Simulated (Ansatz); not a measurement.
**Carrier doping in hypothetical zinc blende PbTe**

Base system: PbTe in the zinc blende structure (space group F-43m, No. 216; a = 7.206 Å; a hypothetical phase, not in the database extracts checked).

Carriers are added at fixed cell with a uniform background; the Fermi–Dirac width is that of 300 K.

Level of theory: PBEsol, PAW, 420 eV (Ansatz, an electronic-structure program; scalar-relativistic without spin-orbit coupling).

Notes on the quantities. Fermi level from band edge: Fermi level relative to the doped band's edge (positive inside the band; to 0.05 eV).

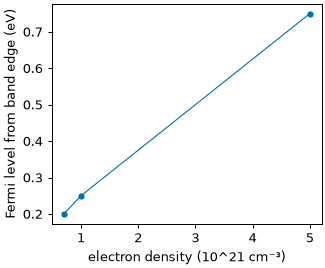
Figure. Fermi level from band edge against electron density

Task: From the plot, what is the Fermi level from band edge for electrons 5.0×10^21 cm⁻³?

Result: About 0.75 eV.

Task: Is the trend monotonic over the range shown?

Result: Yes, it rises throughout, spanning +0.20 eV to +0.75 eV.

Carriers are added with a uniform compensating background; total energy and stress of such cells depend on the potential's zero and are not compared; many-body gap narrowing is missing at this level. Whether these cells are dynamically stable was not tested.
